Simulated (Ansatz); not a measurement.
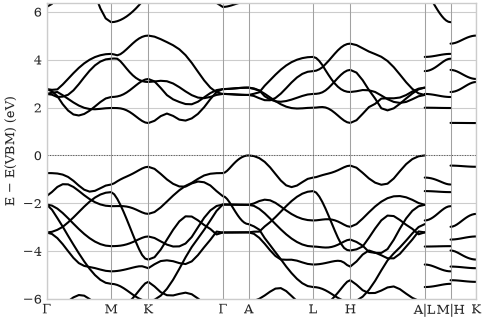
Figure: Band structure from DFT-r²SCAN+D4 in the program Ansatz with PAW potentials

### Question
Read off the gap and where the band edges lie.

### Answer
About 1.4 eV (1.35 eV by a search for the band edges); maximum at A, minimum at K.

The material is MoS2 in space group P-6m2 (No. 187; Mo on 1a, S on 2h).

The first step of the workflow began from a Materials Project structure, measured or hypothetical; the Crystallography Open Database copy checked does not list it. It is not the phase usual at ambient conditions (space group No. 160, 194). The cell keeps a stress of up to 0.2 GPa. Symmetry was held in the r²SCAN+D4 relaxation. At this level the phase is mechanically unstable. No spin polarisation was allowed. Scalar-relativistic: spin–orbit coupling is off unless named, which matters more the heavier the elements.

Potentials: the later of the program's two PAW sets.
